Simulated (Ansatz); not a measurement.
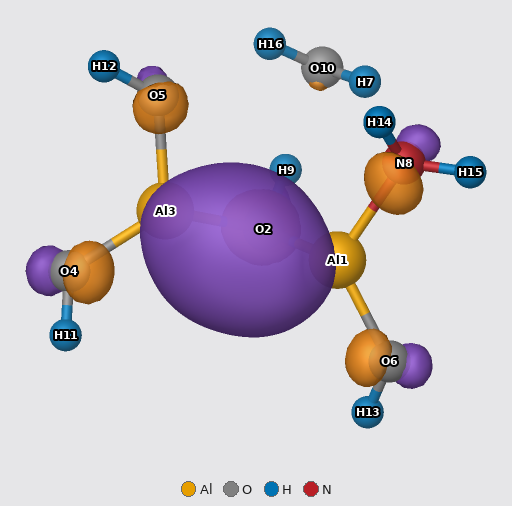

*Al₂H₆NO₄···H₂O (doublet). The HOMO (α) at ±0.15 Å⁻³ᐟ² (orange and purple are the two phases), seen across its widest extent.*

The product side of a reaction path; geometry: PBE0-D4/def2-TZVP.

All numbers below come from UKS PBE0-D4/def2-TZVPP in Ansatz.

```xyz
16

Al   -0.9888    0.4053    0.9671
O    -0.7995   -0.4352   -0.6520
Al    0.1826    0.8955   -1.4012
O    -0.3214    1.7849   -2.7507
O     1.7885    0.2846   -1.3679
O    -2.5626    0.6709    1.5376
H     0.9229   -1.7540    0.9202
N     0.2323   -0.2702    2.1220
H    -0.2226   -1.2603   -0.5229
O     1.0148   -2.1427    0.0245
H    -1.1362    2.2792   -2.8043
H     2.4832    0.6753   -1.8963
H    -3.3326    0.7530    0.9793
H     1.1247    0.2006    2.1933
H    -0.0757   -0.4883    3.0608
H     1.6902   -1.5987   -0.4096
```

> Describe this orbital and give its energy.

It lies mainly on Al3 (about 35 %), Al1 (about 35 %) and O2 (about 10 %). Its energy is −5.61 eV.
